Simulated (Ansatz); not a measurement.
# SiHF2 (SMILES F[SiH]F) at 6 levels

Aim: a comparison of 6 runs (U-revPBE/STO-3G, U-wB97M-V/STO-3G, UPBE/STO-3G, UPBE0/STO-3G, USVWN5/STO-3G, UCCSDT(Q)/STO-3G) of SiHF2. 

The calculation is run with Ansatz 0.2.0.

66 further runs of the same task are left out: 9 that didn't finish, 57 set aside as unsound or not needed.

## 1. Starting point

SiHF2 has 4 atoms, charge 0, and is taken as a doublet. As SMILES, `F[SiH]F`. The Si2–F1 distance was set to 2.007 Å, away from the relaxed value.

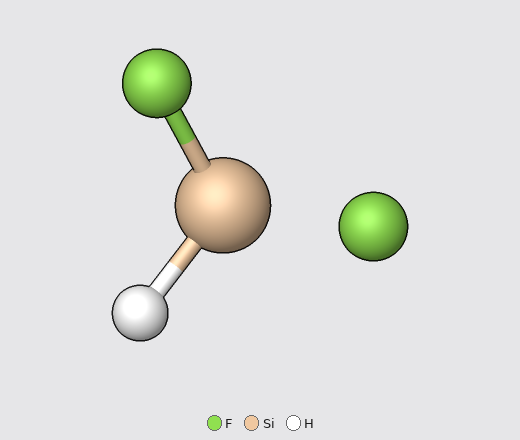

The structure, seen from a chosen angle (fluorine green, silicon light orange, hydrogen white).

## 2. A single-point energy at U-revPBE/STO-3G (run 1)

job.yaml reads:

```yaml
basis:
  gaussian:
    orbitals: STO-3G
crystal:
  periodic: [false, false, false]
  atoms:
    - {symbol: F, position_ang: [1.540700, 0.901946, -0.437577]}
    - {symbol: Si, position_ang: [-0.028060, -0.342890, -0.301090]}
    - {symbol: F, position_ang: [-1.234200, 0.716240, -0.252780]}
    - {symbol: H, position_ang: [0.035310, -1.026330, 0.964150]}
magnetization:
  spin_polarized: true
  initial_magnetization: 1
accuracy: high
hamiltonian:
  xc: {name: revPBE}
```

Started as:

```sh
ansatz run job.yaml --threads 1 --pin off --max-ram 2610MiB --events-out events.jsonl --progress --plain --runs-dir runs
```

Log:

```text
Warning: RAYON_NUM_THREADS=1 ignored (pool sized by the plan → 1); use --threads N
Functional definition: revPBE
  name "revPBE"
  parameter kappa = 1.245
  parameter beta = 0.06672455060314922
  exchange = pbe_x(kappa = kappa, mu = beta*pi^2/3)
  correlation = pbe_c(beta = beta)
353 factors; integrals over basis functions are off by at most 3.2e-8 eV
mean field evaluation 1: about -13149.8473 eV, gradient 1.6e1 eV
mean field evaluation 2: about -13103.1939 eV, gradient 8.7e1 eV
mean field evaluation 4: about -13151.8026 eV, gradient 7.4e0 eV
mean field evaluation 8: about -13152.2132 eV, gradient 1.7e-1 eV
mean field evaluation 16: about -13152.2135 eV, gradient 2.2e-5 eV
mean field -13152.21346659 eV, -483.3349300066 hartree, gradient 1.4e-8 eV, S^2 0.752439; 2 other end points of the search recorded, 0 dependent functions left out
reference -13152.21346828 eV, -483.3349300688 hartree; 17, 16 occupied and 3, 4 virtual orbitals, 353 factors
Total energy: -13152.21346828 eV, -483.3349300688 hartree
```

Wall time 1.2 s (1 thread of Intel Xeon 6975P-C (Granite Rapids), shared host); peak memory 0.14 GiB.

## 3. The energy at U-wB97M-V/STO-3G (run 2)

molecule.yaml reads:

```yaml
crystal:
  periodic: [false, false, false]
  atoms:
    - {symbol: F, position_ang: [1.540700, 0.901946, -0.437577]}
    - {symbol: Si, position_ang: [-0.028060, -0.342890, -0.301090]}
    - {symbol: F, position_ang: [-1.234200, 0.716240, -0.252780]}
    - {symbol: H, position_ang: [0.035310, -1.026330, 0.964150]}
basis:
  gaussian:
    orbitals: STO-3G
magnetization:
  spin_polarized: true
  initial_magnetization: 1
hamiltonian:
  xc: {name: wB97M-V}
accuracy: high
```

Started as:

```sh
ansatz run molecule.yaml --threads 1 --pin off --max-ram 2610MiB --events-out events.jsonl --progress --plain --runs-dir runs
```

Log:

```text
Warning: RAYON_NUM_THREADS=1 ignored (pool sized by the plan → 1); use --threads N
Functional definition: wB97M-V
  name "wB97M-V"
  parameter omega = 0.3/bohr
  parameter cx = 0.15
  parameter cx01 = 1.007
  parameter cx10 = 0.259
  parameter css00 = 0.443
  parameter css04 = -1.437
  parameter css10 = -4.535
  parameter css20 = -3.390
  parameter css43 = 4.278
  parameter cos00 = 1.000
  parameter cos10 = 1.358
  parameter cos20 = 2.924
  parameter cos21 = -8.812
  parameter cos60 = -1.390
  parameter cos61 = 9.142
  parameter b = 6.0
  parameter c = 0.01
  gx(w, u) = 1 - cx + cx01*u + cx10*w
  gss(w, u) = css00 + css04*u^4 + css10*w + css20*w^2 + css43*w^4*u^3
  gos(w, u) = cos00 + cos10*w + (cos20 + cos21*u)*w^2 + (cos60 + cos61*u)*w^6
  exchange = spin_sum(e_x_unif_sr(omega)*gx(b97_w, b97_u_x)) + cx*exact_x_sr(omega) + exact_x_lr(omega)
  correlation = spin_sum(e_c_pw_mod_same_spin*gss(b97_w, b97_u_same))
      + integral(e_c_pw_mod_opposite_spin*gos(b97_w_opposite, b97_u_opposite)) + vv10(b, c)
353 factors; integrals over basis functions are off by at most 3.2e-8 eV
136 factors; integrals over basis functions are off by at most 1.4e-9 eV
mean field evaluation 1: about -13151.3214 eV, gradient 1.9e1 eV
mean field evaluation 2: about -13146.5039 eV, gradient 3.7e1 eV
mean field evaluation 4: about -13155.8318 eV, gradient 1.5e0 eV
mean field evaluation 8: about -13155.8684 eV, gradient 1.0e-1 eV
mean field evaluation 16: about -13155.8692 eV, gradient 4.4e-4 eV
mean field -13155.86918403 eV, -483.4692751446 hartree, gradient 6.3e-8 eV, S^2 0.760884; 0 other end points of the search recorded, 0 dependent functions left out
reference -13155.86918581 eV, -483.4692752100 hartree; 17, 16 occupied and 3, 4 virtual orbitals, 353 factors
Total energy: -13155.86918581 eV, -483.4692752100 hartree
```

Run time: 11 s. Hardware: 1 thread of Intel Xeon 6975P-C (Granite Rapids), shared host; peak memory 0.49 GiB.

Runs 3 to 5 aren't shown in full; the table further down has their settings and results.

## 4. A single-point energy at UCCSDT(Q)/STO-3G (run 6)

run.yaml reads:

```yaml
basis:
  gaussian: {orbitals: STO-3G}
crystal:
  periodic: [false, false, false]
  atoms:
    - {symbol: F, position_ang: [1.540700, 0.901946, -0.437577]}
    - {symbol: Si, position_ang: [-0.028060, -0.342890, -0.301090]}
    - {symbol: F, position_ang: [-1.234200, 0.716240, -0.252780]}
    - {symbol: H, position_ang: [0.035310, -1.026330, 0.964150]}
magnetization: {spin_polarized: true, initial_magnetization: 1}
correlation: {method: ccsdt_q, frozen_orbitals: {F: 1, H: 0, Si: 5}}
accuracy: high
scf: {omitted_lower_state_checks: [cluster_reference, increment]}
```

Started as:

```sh
ansatz run run.yaml --threads 1 --pin off --max-ram 2610MiB --events-out events.jsonl --progress --plain --runs-dir runs
```

Log:

```text
Warning: RAYON_NUM_THREADS=1 ignored (pool sized by the plan → 1); use --threads N
[... 13 lines left out ...]
7 core orbitals not correlated: weight in the atoms' cores, before any rotation towards them, 1.000 or more for the frozen orbitals, at most 0.000 for the correlated occupied ones
[... 44 lines left out ...]
Total energy: -13123.48313320 eV, -482.2791097286 hartree
Checks for a lower state left out: cluster_reference, increment
```

It took 1.1 s on 1 thread of Intel Xeon 6975P-C (Granite Rapids), shared host; peak memory 0.12 GiB.

## 5. All runs side by side

| run | level | frozen core orbitals | energy (Eh) | ⟨S²⟩ | wall time |
| --- | --- | --- | --- | --- | --- |
| 1 | U-revPBE/STO-3G | – | -483.334930 | 0.752 | 1.2 s |
| 2 | U-wB97M-V/STO-3G | – | -483.469275 | 0.761 | 11 s |
| 3 | UPBE/STO-3G | – | -483.095990 | 0.752 | 1.2 s |
| 4 | UPBE0/STO-3G | – | -483.162007 | 0.761 | 1.5 s |
| 5 | USVWN5/STO-3G | – | -480.946276 | 0.751 | 0.6 s |
| 6 | UCCSDT(Q)/STO-3G | 7 | -482.279110 | 0.914 | 1.1 s |

## 6. Outcome

| quantity | value |
| --- | --- |
| run 6: total energy | -482.27911 Eh |
| run 6: correlation energy (7 core orbitals frozen) | -98.3 mEh |
| run 6: ⟨S²⟩ of the reference determinant | 0.914 |
| run 6: T1 diagnostic | 0.044 |

**Reading.** Totals of different functionals can't be ranked against each other. In runs 1, 2, 3, 4, 5, 6 the basis is minimal, so the values are rough. Spin contamination of the reference: run 6 ⟨S²⟩ = 0.91. All runs together took 17 s, the longest 11 s.
